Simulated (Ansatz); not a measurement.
# Pressure series in KTaO3

The parent structure is KTaO3 in the cubic perovskite structure (space group Pm-3m, No. 221; a = 3.990 Å).

Cell and atoms are relaxed at each pressure.

The values are results of Kohn–Sham DFT with the r2SCAN functional, run in Ansatz (a quantum-chemistry and plane-wave program) with PAW and 500 eV plane waves, scalar-relativistic without spin-orbit coupling, not measurements.

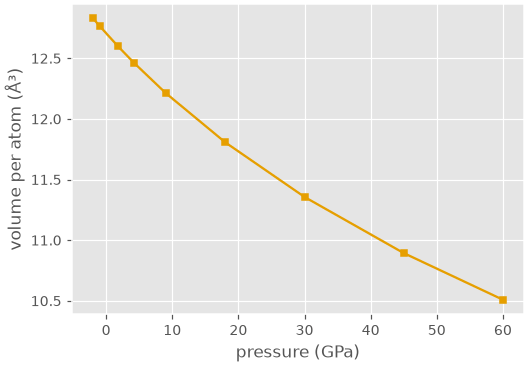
*Volume against pressure*

**Question.** Estimate the zero-pressure bulk modulus from the plot.

**Answer.** About 210 GPa; a third-order Birch–Murnaghan fit to the points gives V₀ = 12.71 Å³/atom, B₀ = 210 GPa and B₀′ = 4.3.

Measured bulk modulus of KTaO3: 220 GPa (temperature not stated; as listed in S. Tinte et al., Phys. Rev. B (1998)); the computed value is for a static lattice, so the two differ by thermal effects too.

Between the base and pressure 18 GPa the gap moves from 2.63 eV to 2.81 eV, a mean slope of 10 meV/GPa.

Spin-orbit coupling, missing from the scalar runs, can matter with Ta. Load acts through the strain it causes; cell and atoms are relaxed under it. No phonon test of stability was made. No other phases were tried under pressure.
